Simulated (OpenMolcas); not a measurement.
## Single-point calculation of Si2 (part 2 of 2)

Si2 (disilicon), multiplicity 3, SMILES [Si]=[Si]; HF/ANO-S-MB, ROHF (OpenMolcas 26.06). The geometry comes from this level: GFN2-xTB.

Geometry of the input (Å):
```
Si 0.0000  0.0000  0.0000
Si 0.0000  0.0000  2.1742
```

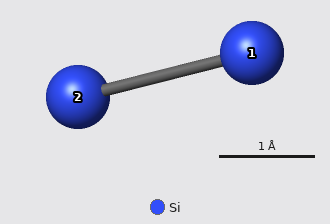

**Figure 1.** The structure (ball-and-stick view, seen at a tilt; atoms are numbered from 1 in the order of the input).

**The program's output, continued**
```
          Orbital           11        12        13        14        15        16        17        18
          Energy           -4.3246   -4.3230   -0.4857   -0.1980   -0.1921    0.2195    0.0269    0.0412
          Occ. No.          2.0000    2.0000    1.9908    1.0000    1.0000    0.0092    0.0000    0.0000

        1 SI1    1s        -0.0000    0.0000   -0.0024   -0.0085   -0.0000    0.0233    0.0000   -0.0000
        2 SI1    2s         0.0000    0.0000   -0.0172   -0.0555   -0.0000    0.1554    0.0000   -0.0000
        3 SI1    3s         0.0000   -0.0000   -0.7572   -0.3692   -0.0000    0.8597    0.0000    0.0000
        4 SI1    2px        0.2929   -0.6436    0.0000   -0.0000    0.0041   -0.0000   -0.0133    0.0058
        5 SI1    3px       -0.0000    0.0007    0.0000    0.0000   -0.2531    0.0000   -0.7921    0.3605
        6 SI1    2py       -0.6436   -0.2929    0.0000    0.0000   -0.0089    0.0000   -0.0060   -0.0128
        7 SI1    3py        0.0001    0.0003    0.0000   -0.0000    0.5561   -0.0000   -0.3605   -0.7921
        8 SI1    2pz       -0.0000   -0.0000   -0.0128   -0.0185   -0.0000    0.0660   -0.0000   -0.0000
        9 SI1    3pz        0.0000   -0.0000    0.1332    0.6570    0.0000    1.1133    0.0000   -0.0000
       10 SI2    1s         0.0000   -0.0000    0.0024   -0.0085   -0.0000   -0.0233    0.0000    0.0000
       11 SI2    2s        -0.0000   -0.0000    0.0172   -0.0555   -0.0000   -0.1554   -0.0000    0.0000
       12 SI2    3s         0.0000   -0.0000    0.7572   -0.3692   -0.0000   -0.8597   -0.0000   -0.0000
       13 SI2    2px       -0.2929    0.6436    0.0000   -0.0000    0.0041   -0.0000    0.0133   -0.0058
       14 SI2    3px        0.0000   -0.0007    0.0000    0.0000   -0.2531    0.0000    0.7921   -0.3605
       15 SI2    2py        0.6436    0.2929    0.0000    0.0000   -0.0089    0.0000    0.0060    0.0128
       16 SI2    3py       -0.0001   -0.0003    0.0000   -0.0000    0.5561   -0.0000    0.3605    0.7921
       17 SI2    2pz       -0.0000   -0.0000   -0.0128    0.0185    0.0000    0.0660   -0.0000    0.0000
       18 SI2    3pz       -0.0000    0.0000    0.1332   -0.6570   -0.0000    1.1133    0.0000   -0.0000
--

++    Molecular properties:
      ---------------------

      Charge (e):
                      =   -0.0000
      Dipole Moment (debye):
      Origin of the operator (angstrom)=    0.0000    0.0000    1.0871
                   X=  2.7794E-16               Y= -4.3614E-15               Z= -1.3192E-13           Total=  1.3199E-13
      Quadrupole Moment (debye*angstrom):
      Origin of the operator (angstrom)=    0.0000    0.0000    1.0871
                  XX= -3.3829E+01              XY= -2.1237E+00              XZ=  1.6987E-15              YY= -3.0129E+01
                  YZ= -5.2256E-15              ZZ= -2.9382E+01
      In traceless form (debye*angstrom)
                  XX= -4.0739E+00              XY= -3.1855E+00              XZ=  2.5480E-15              YY=  1.4764E+00
                  YZ= -7.8384E-15              ZZ=  2.5975E+00
--

--- Stop Module: scf /rc=_RC_ALL_IS_WELL_ ---

--- Start Module: rasscf ---

                                              &RASSCF

                       available to each process: 1.9 GB of memory, 1 thread

      Header of the ONEINT file:
      --------------------------

      OrdInt status: non-squared

      Cartesian coordinates in angstrom:
      -----------------------------------------------------
      No.  Label        X            Y            Z
      -----------------------------------------------------
       1   SI1        0.00000000   0.00000000   0.00000000
       2   SI2        0.00000000   0.00000000   2.17421000
      -----------------------------------------------------
      Nuclear repulsion energy =   47.70410092

++    Wave function specifications:
      -----------------------------

      Number of closed shell electrons          26
      Number of electrons in active shells       2
      Max number of holes in RAS1 space          0
      Max nr of electrons in RAS3 space          0
      Number of inactive orbitals               13
      Number of active orbitals                  2
      Number of secondary orbitals               3
      Spin quantum number                      1.0
      State symmetry                             1
--

++    Orbital specifications:
      -----------------------

      Symmetry species                           1
                                                 a
      Frozen orbitals                            0
      Inactive orbitals                         13
      Active orbitals                            2
      RAS1 orbitals                              0
      RAS2 orbitals                              2
      RAS3 orbitals                              0
      Secondary orbitals                         3
      Deleted orbitals                           0
      Number of basis functions                 18
--

++    CI expansion specifications:
      ----------------------------

      Number of CSFs                             1
      Number of determinants                     1
      Number of root(s) required                 1
      Root chosen for geometry opt.              1
      CI root used                               1

      highest root included in the CI            1
      max. size of the explicit Hamiltonian      1
--

++    Optimization specifications:
      ----------------------------

      RASSCF algorithm: Conventional
      Maximum number of macro iterations       200
      Maximum number of SX iterations          100
      Threshold for RASSCF energy            1.000E-08
      Threshold for max MO rotation          1.000E-01
      Threshold for max BLB element          1.000E-04
      Level shift parameter                  5.000E-01
      Make Quasi-Newton update
--

      The MO-coefficients are taken from the file:
      step1.UnaOrb
      Title:UHF natural orbitals

      Total molecular charge    0.00

      ************************************************************************************************************************
      *                                            Wave function control section                                             *
      ************************************************************************************************************************

                                         RASSCF iterations: Energy and convergence statistics
                                         ----------------------------------------------------

          iter iter root      energy       change     param      element    value   shift minimum  type update hh:mm:ss
 Nr of preliminary CI iterations:   1
        1   1    3    1  -577.67664944    0.00E+00  -3.36E-03   13  16 1 -3.48E-03*  0.40   0.00    SX    NO    0:00:00
        2   1    3    1  -577.67667357   -2.41E-05* -1.82E-03    9  14 1  1.70E-03*  0.40   0.00    SX    NO    0:00:00
        3   1    3    1  -577.67667985   -6.29E-06*  1.00E-03    9  14 1  9.36E-04*  0.40   0.00    SX    NO    0:00:00
        4   1    3    1  -577.67668157   -1.72E-06* -5.61E-04    9  14 1  5.22E-04*  0.40   0.00    SX    NO    0:00:00
        5   1    3    1  -577.67668207   -4.95E-07*  6.72E-04    9  14 1  2.95E-04*  0.40   2.20    LS   YES    0:00:00
        6   1    3    1  -577.67668228   -2.10E-07* -4.91E-05   13  16 1  1.13E-04*  0.40   1.00    QN   YES    0:00:00
        7   1    3    1  -577.67668229   -9.97E-09   6.14E-05   13  16 1  6.31E-05   0.40   2.25    QN   YES    0:00:00
      Convergence after  7 iterations
        8   1    3    1  -577.67668229   -4.44E-09   6.14E-05    4  16 1 -7.60E-08   0.40   2.25    QN   YES    0:00:00

      ************************************************************************************************************************
                                                      Wave function printout:
                       occupation of active orbitals, and spin coupling of open shells (u,d: Spin up or down)
      ************************************************************************************************************************

      Note: transformation to natural orbitals
      has been made, which may change the order of the CSFs.

      printout of CI-coefficients larger than  0.05 for root  1
      energy=    -577.676682
      conf/sym  11     Coeff  Weight
             1  uu   1.00000 1.00000

      Natural orbitals and occupation numbers for root  1
      sym 1:   1.000000   1.000000

      ************************************************************************************************************************
      *                                                    Final results                                                     *
      ************************************************************************************************************************

++    Final optimization conditions:
      ------------------------------

      Average CI energy                            -577.67668229
      RASSCF energy for state  1                   -577.67668229
      Super-CI energy                                -0.00000000
      RASSCF energy change                           -0.00000000
      Max change in MO coefficients              -6.838E-05
      Max non-diagonal density matrix element     6.144E-05
      Maximum BLB matrix element                 -7.603E-08
      (orbital pair   4,  16 in symmetry   1)
      Norm of electronic gradient            1.104E-07
--

      Final state energy(ies):
      ------------------------

::    RASSCF root number  1 Total energy:   -577.67668229
      Von Neumann Entropy (Root   1) =  1.00000

      Mulliken population analysis for root number:  1
      -----------------------------------------------

++    Molecular charges:
      ------------------

      Mulliken charges per centre
      ---------------------------

                SI1     SI2
      Total   14.0000 14.0000

      N-E     -0.0000  0.0000

      Total electronic charge=   28.000000

      Total            charge=   -0.000000
--

      Expectation values of various properties for root number:  1
      -----------------------------------------------------------

++    Molecular properties:
      ---------------------

      Charge (e):
                      =   -0.0000
      Dipole Moment (debye):
      Origin of the operator (angstrom)=    0.0000    0.0000    1.0871
                   X=  9.1714E-13               Y=  3.2008E-13               Z= -1.2653E-14           Total=  9.7147E-13
      Quadrupole Moment (debye*angstrom):
      Origin of the operator (angstrom)=    0.0000    0.0000    1.0871
                  XX= -3.3831E+01              XY= -2.1237E+00              XZ= -4.3631E-13              YY= -3.0131E+01
                  YZ= -3.4578E-13              ZZ= -2.9517E+01
      In traceless form (debye*angstrom)
                  XX= -4.0072E+00              XY= -3.1855E+00              XZ= -6.5446E-13              YY=  1.5430E+00
                  YZ= -5.1867E-13              ZZ=  2.4642E+00
--

      Mulliken spin population analysis for root number:  1
      ---------------------------------------------------

++    Molecular charges:
      ------------------

      Mulliken spin population per centre
      ---------------------------

                SI1     SI2
      Total    1.0000  1.0000

      Total electronic spin=    2.000000
--

      LoProp population analysis for root number:  1
      -----------------------------------------------

++    LoProp analysis:
      ----------------

++    Static properties:
      ------------------

      LoProp Charges per center

                   SI1      SI2
      Nuclear     14.0000  14.0000
      Electronic -14.0000 -14.0000

      Total       -0.0000   0.0000
--

      Natural Bond Order analysis for root number:  1

++    Natural Bond Order analysis
      ---------------------------
      Based on LoProp computed density
      -------------------------------------------------------------------------------------
      Atom A       Atom B       Bond Order
        SI1          SI2            0.788
      -------------------------------------------------------------------------------------
      NBO located      1.575 electrons involved in    1 bonds.
      NBO located      0.910 non-bonded electrons on atom SI1
      NBO located      0.997 non-bonded electrons on atom SI1
      NBO located      1.000 non-bonded electrons on atom SI1
      NBO located      0.999 non-bonded electrons on atom SI1
      NBO located      1.000 non-bonded electrons on atom SI1
      NBO located      0.999 non-bonded electrons on atom SI1
      NBO located      0.910 non-bonded electrons on atom SI2
      NBO located      0.997 non-bonded electrons on atom SI2
      NBO located      1.000 non-bonded electrons on atom SI2
      NBO located      0.999 non-bonded electrons on atom SI2
      NBO located      1.000 non-bonded electrons on atom SI2
      NBO located      0.999 non-bonded electrons on atom SI2
      The remaining    1.092 electrons are to be considered as diffuse
--

--

      Canonical orbitals are written to the RASORB file
      Natural orbitals for root   1 are written to the RASORB.1 file
      Spin density orbitals for root   1 are written to the SPDORB.1 file

--- Stop Module: rasscf /rc=_RC_ALL_IS_WELL_ ---

.##################.
.# Happy landing! #.
.##################.

    Timing: Wall=2.61 User=2.05 System=0.55
```

**Summary**

| quantity | value |
| --- | --- |
| outcome | converged |
| total energy | −577.676682 hartree |
| basis functions | 18 |
| dipole moment | 0.00 debye |
| wall time | 2.9 s |
| peak memory | 0.37 GiB |
